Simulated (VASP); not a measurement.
Energy against volume of KF (rock salt). These are PBE GGA with D4 dispersion, VASP's PBE PAW potentials (set 64) (plane waves; VASP) values and carry that method's errors.

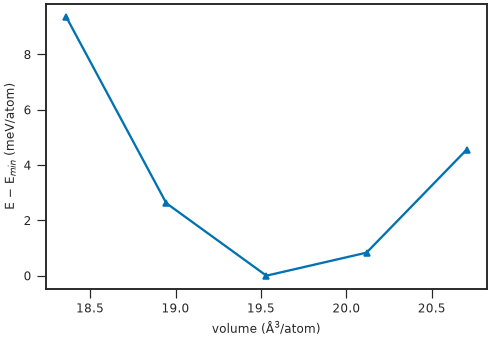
Figure: Energy against volume

Task: Estimate the equilibrium volume and the bulk modulus.

Result: The minimum lies near 19.7 Å³/atom, and the curvature gives B0 of about 30 GPa.

The compound is KF in the rock salt structure. It was relaxed first.
